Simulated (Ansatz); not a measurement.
# CH4FSi (SMILES [CH2][SiH2]F): UPBE0/6-311+G(d,p)

What is the electronic atomisation energy of CH4FSi at UPBE0/6-311+G**? 

Program for the calculation: Ansatz 0.2.0.

59 further runs of the same task are left out: 1 that didn't finish, 58 set aside as unsound or not needed.

**1. Starting point**

CH4FSi: 7 atoms, total charge 0, spin state doublet. SMILES: `[CH2][SiH2]F`. The shape is that of a PBE0-D4/def2-TZVP optimisation. This is one conformer, not always the lowest.

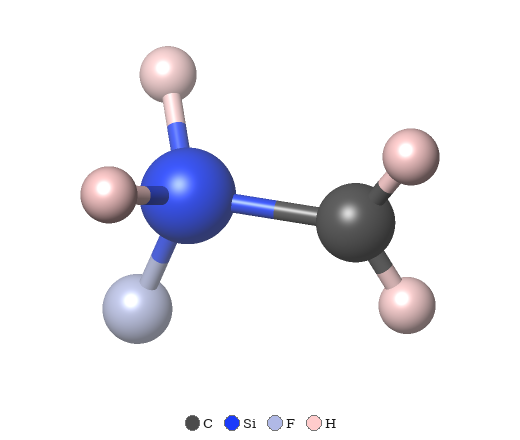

The structure, seen from a chosen angle (carbon dark grey, silicon blue, fluorine light blue, hydrogen pink).

**2. A single-point energy at UPBE0/6-311+G(d,p)**

Input file job.yaml:

```yaml
crystal:
  periodic: [false, false, false]
  atoms:
    - {symbol: C, position_ang: [-0.871900, 0.281100, -0.615800]}
    - {symbol: Si, position_ang: [0.588600, -0.157300, 0.392500]}
    - {symbol: F, position_ang: [0.652600, -1.749500, 0.550500]}
    - {symbol: H, position_ang: [-1.536000, -0.466000, -1.038500]}
    - {symbol: H, position_ang: [-1.136000, 1.310700, -0.837900]}
    - {symbol: H, position_ang: [0.509900, 0.430600, 1.755300]}
    - {symbol: H, position_ang: [1.854000, 0.282500, -0.251700]}
basis:
  gaussian:
    orbitals: 6-311+G_st__st_-spherical.json
magnetization:
  spin_polarized: true
  initial_magnetization: 1
hamiltonian:
  xc: {name: PBE0}
accuracy: high
output: {orbitals: {seedname: orbitals}}
```

The basis set 6-311+G** is read from a file made from the Basis Set Exchange's data (not shown).

Run with:

```
$ ansatz run job.yaml --threads 1 --pin off --max-ram 3480MiB --events-out events.jsonl --progress --plain --runs-dir runs
```

The log of the run:

```text
Warning: RAYON_NUM_THREADS=1 ignored (pool sized by the plan → 1); use --threads N
Functional definition: PBE0
  name "PBE0"
  parameter a = 0.25
  parameter kappa = 0.804
  parameter beta = 0.06672455060314922
  exchange = (1 - a)*pbe_x(kappa = kappa, mu = beta*pi^2/3) + a*exact_x
  correlation = pbe_c(beta = beta)
1833 factors; integrals over basis functions are off by at most 4.3e-9 eV
mean field evaluation 1: about -11685.5756 eV, gradient 3.4e1 eV
mean field evaluation 2: about -11683.2052 eV, gradient 4.3e1 eV
mean field evaluation 4: about -11690.4006 eV, gradient 2.5e0 eV
mean field evaluation 8: about -11690.5281 eV, gradient 1.2e-1 eV
mean field evaluation 16: about -11690.5282 eV, gradient 2.4e-5 eV
mean field -11690.52822393 eV, -429.6189881048 hartree, gradient 6.1e-8 eV, S^2 0.754179; 0 other end points of the search recorded, 0 dependent functions left out
reference -11690.52822880 eV, -429.6189882837 hartree; 17, 16 occupied and 81, 82 virtual orbitals, 1833 factors
Total energy: -11690.52822880 eV, -429.6189882837 hartree
```

It took 9.6 s on 1 thread of Arm Neoverse V2, shared host; peak memory 0.39 GiB.

**3. The C atom**

Input file molecule.yaml:

```yaml
crystal:
  periodic: [false, false, false]
  atoms:
    - {symbol: C, position_ang: [0.000000, 0.000000, 0.000000]}
basis:
  gaussian:
    orbitals: 6-311+G_st__st_.json
accuracy: high
hamiltonian:
  xc: {name: PBE0}
magnetization:
  spin_polarized: true
  initial_magnetization: 2
```

The basis set 6-311+G** is read from a file made from the Basis Set Exchange's data (not shown).

Run the same way, it converges to -37.80297 Eh (log not shown).

**4. The F atom, same level**

Input file in.yaml:

```yaml
crystal:
  periodic: [false, false, false]
  atoms:
    - {symbol: F, position_ang: [0.000000, 0.000000, 0.000000]}
basis:
  gaussian: {orbitals: 6-311+G_st__st_.json}
magnetization: {spin_polarized: true, initial_magnetization: 1}
hamiltonian: {xc: pbe0}
accuracy: high
```

The basis set 6-311+G** is read from a file made from the Basis Set Exchange's data (not shown).

Run the same way, it converges to -99.66603 Eh (log not shown).

**5. The H atom**

Input file input.yaml:

```yaml
basis:
  gaussian: {orbitals: 6-311+G_st__st_.json}
crystal:
  periodic: [false, false, false]
  atoms:
    - {symbol: H, position_ang: [0.000000, 0.000000, 0.000000]}
magnetization: {spin_polarized: true, initial_magnetization: 1}
accuracy: high
total_charge: 0
hamiltonian: {xc: {name: PBE0}}
```

The basis set 6-311+G** is read from a file made from the Basis Set Exchange's data (not shown).

Run the same way, it converges to -0.50104 Eh (log not shown).

**6. The Si atom at the same level**

Input file run.yaml:

```yaml
crystal:
  periodic: [false, false, false]
  atoms:
    - {symbol: Si, position_ang: [0.000000, 0.000000, 0.000000]}
basis:
  gaussian:
    orbitals: 6-311+G_st__st_-spherical.json
hamiltonian:
  xc: {name: PBE0}
accuracy: high
magnetization:
  spin_polarized: true
  initial_magnetization: 2
```

The basis set 6-311+G** is read from a file made from the Basis Set Exchange's data (not shown).

Run the same way, it converges to -289.25067 Eh (log not shown).

**7. Results**

Level: UPBE0/6-311+G**.

```
                                    quantity          value
                      molecule: total energy  -429.61899 Eh
molecule: HOMO energy (highest over α and β)       -7.31 eV
 molecule: LUMO energy (lowest over α and β)       -2.63 eV
                              molecule: ⟨S²⟩          0.754
                        C atom: total energy   -37.80297 Eh
                                C atom: ⟨S²⟩          2.003
                        F atom: total energy   -99.66603 Eh
                                F atom: ⟨S²⟩          0.751
                        H atom: total energy    -0.50104 Eh
                                H atom: ⟨S²⟩          0.750
                       Si atom: total energy  -289.25067 Eh
                               Si atom: ⟨S²⟩          2.003
               electronic atomisation energy      24.359 eV
```

In words: Taking the molecule apart into free atoms costs 24.36 eV (2350 kJ/mol), before zero-point energy and without spin-orbit coupling.
